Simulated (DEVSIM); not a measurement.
Structure: Ti/La2O3/p-InP capacitor, at 300 K.

```csv
layer (left to right),material,thickness (nm),Na (cm⁻³)
1,La2O3,3.00,-
2,InP,3200,3.8e16
```

Metal gate on the left, work function 4.33 eV. Fixed charge at the semiconductor interface 1.16e13 cm⁻² (in units of +e); interface traps 1.1e12 cm⁻² eV⁻¹, uniform in energy, neutral level at 0.3 of the gap above the valence band.

Constants are typed, rounded textbook-type inputs, not results; the design itself was drawn at random and stands for no fabricated device. Values at 300 K.

```csv
parameter,La2O3,InP
gap (eV),5.8,1.344
affinity (eV),1.8,4.38
permittivity,27,12.5
Nc (cm⁻³),-,5.7e17
Nv (cm⁻³),-,1.1e19
```

Simulated with DEVSIM: 1D Poisson equation in equilibrium, Boltzmann statistics, complete ionisation; no quantum confinement or tunnelling. Metal contacts follow the ideal Schottky-Mott rule: no Fermi-level pinning, no interface dipoles.

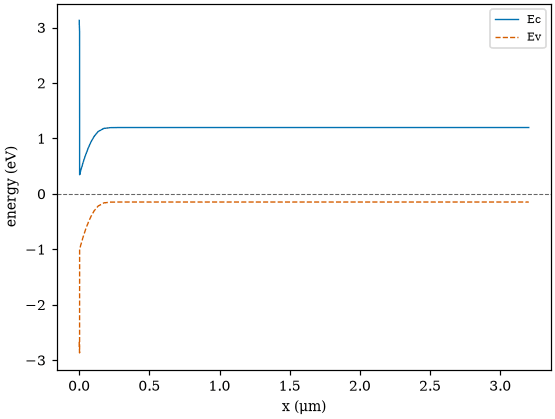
Band edges at -0.6 V on the gate

Energies count from the Fermi level of the right contact; mesh points crowd at the junctions.

```tsv
x (μm)	Ec (eV)	Ev (eV)	n (cm⁻³)	p (cm⁻³)	field (V/cm)
0.000	3.130	-2.670	< 1e2	< 1e2	-690000
0.0009468	3.065	-2.735	< 1e2	< 1e2	-690000
0.001938	2.997	-2.803	< 1e2	< 1e2	-690000
0.002901	2.931	-2.869	< 1e2	< 1e2	-690000
0.004547	0.358	-0.986	5.5e11	300	95000
0.007544	0.386	-0.958	1.8e11	900	93000
0.01386	0.444	-0.900	2.0e10	8300	89000
0.03288	0.604	-0.740	4.0e7	4100000	79000
0.06724	0.843	-0.501	3900	4.2e10	60000
0.1350	1.125	-0.219	< 1e2	2.3e15	23000
0.2825	1.197	-0.147	< 1e2	3.8e16	62
0.7515	1.198	-0.147	< 1e2	3.8e16	≈ 0
1.529	1.198	-0.147	< 1e2	3.8e16	≈ 0
2.391	1.198	-0.147	< 1e2	3.8e16	≈ 0
2.900	1.198	-0.147	< 1e2	3.8e16	≈ 0
3.055	1.198	-0.147	< 1e2	3.8e16	≈ 0
3.133	1.198	-0.147	< 1e2	3.8e16	≈ 0
3.169	1.198	-0.147	< 1e2	3.8e16	≈ 0
3.191	1.198	-0.147	< 1e2	3.8e16	≈ 0
3.198	1.198	-0.147	< 1e2	3.8e16	≈ 0
3.201	1.198	-0.147	< 1e2	3.8e16	≈ 0
3.203	1.198	-0.147	< 1e2	3.8e16	≈ 0
```
